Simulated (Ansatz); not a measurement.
# MP2/6-31G(d) (spherical functions) run of GaSiH7O (SMILES [SiH3][OH+][GaH3-])

What is the energy change on altering one bond length of GaSiH7O at MP2/6-31G* (spherical functions)? 

Program for the calculation: Ansatz 0.2.0.

67 further runs of the same task are left out: 1 that didn't finish, 66 set aside as unsound or not needed.

## Step 1: The molecule

The species is GaSiH7O (10 atoms), meant as a singlet with charge 0. As SMILES, `[SiH3][OH+][GaH3-]`. The shape is that of a PBE0-D4/def2-TZVP optimisation.

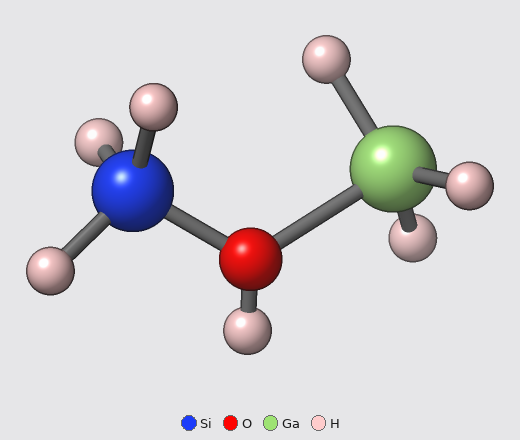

The structure, seen from a chosen angle (silicon blue, oxygen red, gallium green, hydrogen pink).

## Step 2: A single-point energy at MP2/6-31G(d) (spherical functions)

Input file molecule.yaml:

```yaml
crystal:
  periodic: [false, false, false]
  atoms:
    - {symbol: Si, position_ang: [-0.484700, 0.680100, -1.289300]}
    - {symbol: O, position_ang: [-0.772200, -0.233700, 0.097500]}
    - {symbol: Ga, position_ang: [0.882100, -0.551000, 1.475200]}
    - {symbol: H, position_ang: [-1.767100, 0.740000, -2.035000]}
    - {symbol: H, position_ang: [0.556000, 0.040700, -2.124900]}
    - {symbol: H, position_ang: [-0.069600, 2.013200, -0.814500]}
    - {symbol: H, position_ang: [-1.323900, -1.014800, 0.010100]}
    - {symbol: H, position_ang: [0.306600, 0.146600, 2.760300]}
    - {symbol: H, position_ang: [1.885600, 0.253500, 0.552600]}
    - {symbol: H, position_ang: [0.870300, -2.125600, 1.370900]}
basis:
  gaussian:
    orbitals: 6-31G_st_-spherical.json
correlation:
  method: mp2
  frozen_orbitals: {Ga: 9, H: 0, O: 1, Si: 5}
accuracy: high
```

The basis set 6-31G* is read from a file made from the Basis Set Exchange's data (not shown).

Started as:

```bash
$ ansatz run molecule.yaml --threads 1 --pin off --max-ram 3480MiB --events-out events.jsonl --progress --plain --runs-dir runs
```

What it wrote:

```text
Warning: RAYON_NUM_THREADS=1 ignored (pool sized by the plan → 1); use --threads N
Functional definition: HF
  name "HF"
  exchange = exact_x
  correlation = 0
1782 factors; integrals over basis functions are off by at most 4.7e-9 eV
mean field evaluation 1: about -62334.2250 eV, gradient 2.8e1 eV
mean field evaluation 2: about -62334.3322 eV, gradient 2.9e1 eV
mean field evaluation 4: about -62336.3243 eV, gradient 2.8e0 eV
mean field evaluation 8: about -62336.3542 eV, gradient 8.4e-2 eV
mean field -62336.35422656 eV, -2290.8187647275 hartree, gradient 2.4e-8 eV, S^2 0.000000; 0 other end points of the search recorded, 0 dependent functions left out
15 core orbitals not correlated: weight in the atoms' cores, before any rotation towards them, 1.000 or more for the frozen orbitals, at most 0.000 for the correlated occupied ones
reference -62336.35422656 eV, -2290.8187647275 hartree; 15, 15 occupied and 48, 48 virtual orbitals, 1782 factors
second order -13.74613102 eV of doubles, -0.00000000 eV of singles
Total energy: -62350.10035758 eV, -2291.3239257250 hartree
```

Run time: 3.3 s. Hardware: 1 thread of Arm Neoverse V1, shared host; peak memory 0.22 GiB.

## Step 3: The distorted shape

Input file molecule.yaml:

```yaml
crystal:
  periodic: [false, false, false]
  atoms:
    - {symbol: Si, position_ang: [-0.816792, -0.386419, -1.669154]}
    - {symbol: O, position_ang: [-1.104292, -1.300219, -0.282354]}
    - {symbol: Ga, position_ang: [0.550008, -1.617519, 1.095346]}
    - {symbol: H, position_ang: [-2.099192, -0.326519, -2.414854]}
    - {symbol: H, position_ang: [0.223908, -1.025819, -2.504754]}
    - {symbol: H, position_ang: [-0.069600, 2.013200, -0.814500]}
    - {symbol: H, position_ang: [-1.655992, -2.081319, -0.369754]}
    - {symbol: H, position_ang: [-0.025492, -0.919919, 2.380446]}
    - {symbol: H, position_ang: [1.553508, -0.813019, 0.172746]}
    - {symbol: H, position_ang: [0.538208, -3.192119, 0.991046]}
basis:
  gaussian: {orbitals: 6-31G_st_-spherical.json}
total_charge: 0
correlation: {method: mp2, frozen_orbitals: {Ga: 9, H: 0, O: 1, Si: 5}}
accuracy: high
```

The basis set 6-31G* is read from a file made from the Basis Set Exchange's data (not shown).

Started as:

```bash
$ ansatz run molecule.yaml --threads 1 --pin off --max-ram 3480MiB --events-out events.jsonl --progress --plain --runs-dir runs
```

What it wrote:

```text
Warning: RAYON_NUM_THREADS=1 ignored (pool sized by the plan → 1); use --threads N
Functional definition: HF
  name "HF"
  exchange = exact_x
  correlation = 0
1781 factors; integrals over basis functions are off by at most 4.7e-9 eV
mean field evaluation 1: about -62330.0915 eV, gradient 2.8e1 eV
mean field evaluation 2: about -62330.1884 eV, gradient 2.9e1 eV
mean field evaluation 4: about -62332.2616 eV, gradient 2.9e0 eV
mean field evaluation 8: about -62332.2935 eV, gradient 9.3e-2 eV
mean field -62332.29357333 eV, -2290.6695384736 hartree, gradient 6.5e-8 eV, S^2 0.000000; 0 other end points of the search recorded, 0 dependent functions left out; unrestricted orbitals would lower it
mean field evaluation 16: about -62332.6710 eV, gradient 1.0e1 eV
15 core orbitals not correlated: weight in the atoms' cores, before any rotation towards them, 1.000 or more for the frozen orbitals, at most 0.000 for the correlated occupied ones
reference -62332.29357333 eV, -2290.6695384736 hartree; 15, 15 occupied and 48, 48 virtual orbitals, 1781 factors
second order -14.20650436 eV of doubles, -0.00000000 eV of singles
Total energy: -62346.50007769 eV, -2291.1916178794 hartree
```

Wall time 3.6 s (1 thread of Arm Neoverse V1, shared host); peak memory 0.25 GiB.

## Step 4: Outcome

Level: MP2/6-31G* (spherical functions), 15 core orbitals frozen.

```
                                                          quantity           value
                                         first shape: total energy  -2291.32393 Eh
         first shape: correlation energy (15 core orbitals frozen)      -505.2 mEh
                                     distorted shape: total energy  -2291.19162 Eh
     distorted shape: correlation energy (15 core orbitals frozen)      -522.1 mEh
energy change with the Si1–H6 bond stretched from 1.475 to 2.655 Å        3.600 eV
```

What this shows: With the Si1–H6 bond stretched from 1.475 to 2.655 Å the energy rises by 3.60 eV (347 kJ/mol). The first shape isn't relaxed at this level, so the change isn't measured from a minimum. The restricted solution (distorted shape) is unstable to spin breaking: an unrestricted one lies lower.
